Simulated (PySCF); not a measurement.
```yaml
atoms:
  - { symbol: C, position_ang: [-1.4329, 0.2922, -1.1412] }
  - { symbol: Si, position_ang: [-0.5472, 0.2705, 0.5530] }
  - { symbol: C, position_ang: [-0.7954, -1.4271, 1.3703] }
  - { symbol: N, position_ang: [-1.1411, 1.4318, 1.6987] }
  - { symbol: C, position_ang: [1.2968, 0.6862, 0.3046] }
  - { symbol: Si, position_ang: [2.2719, -0.4974, -0.8068] }
  - { symbol: H, position_ang: [-2.5045, 0.1491, -1.0329] }
  - { symbol: H, position_ang: [-1.0635, -0.4932, -1.7929] }
  - { symbol: H, position_ang: [-1.2816, 1.2378, -1.6546] }
  - { symbol: H, position_ang: [-0.2466, -1.4964, 2.3033] }
  - { symbol: H, position_ang: [-0.4510, -2.2271, 0.7238] }
  - { symbol: H, position_ang: [-1.8416, -1.6129, 1.5916] }
  - { symbol: H, position_ang: [-2.0523, 1.2911, 2.1041] }
  - { symbol: H, position_ang: [-1.0009, 2.4121, 1.5150] }
  - { symbol: H, position_ang: [1.3761, 1.6919, -0.1083] }
  - { symbol: H, position_ang: [1.7767, 0.7266, 1.2817] }
  - { symbol: H, position_ang: [1.7229, -0.4992, -2.1664] }
  - { symbol: H, position_ang: [2.2312, -1.8602, -0.2700] }
  - { symbol: H, position_ang: [3.6734, -0.0666, -0.8797] }
```

Geometry: GFN2-xTB.

Theory: PBE0/pcSseg-1, SCF density, gas phase, non-relativistic in PySCF.

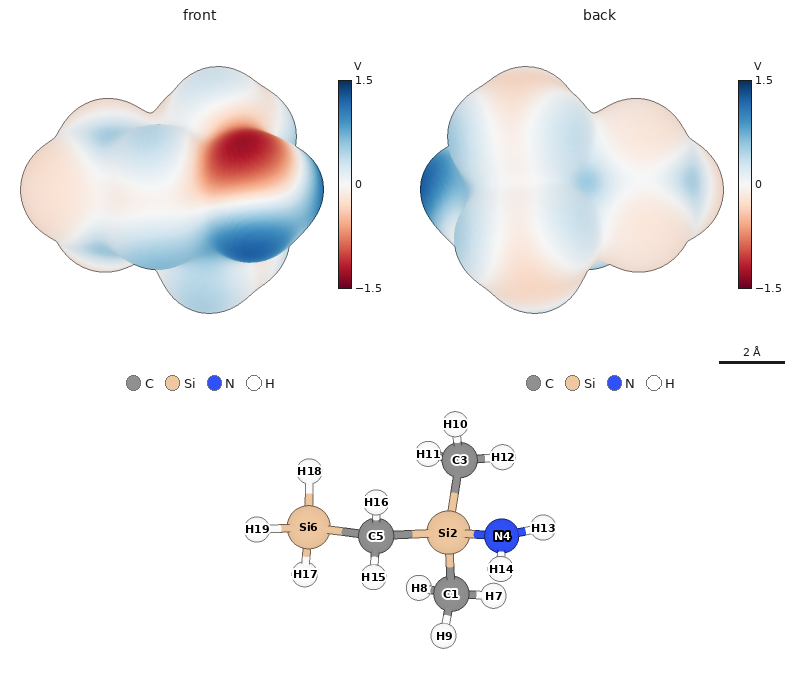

C3H13NSi2 (SMILES C[Si](C)(N)C[SiH3]). The electrostatic potential painted on the density surface at 0.001 e/bohr³, seen from the front and from behind; red is negative and blue positive. The bare structure is drawn below in the same view.

> Where is the surface potential most negative and most positive?

The most negative region (about −1.2 V) lies over N4, the most positive (about +1.2 V) over H13 and H14. N4 is the likeliest acceptor of a hydrogen bond.

> How polar is the molecule by this calculation?

Its dipole moment is 1.56 D.
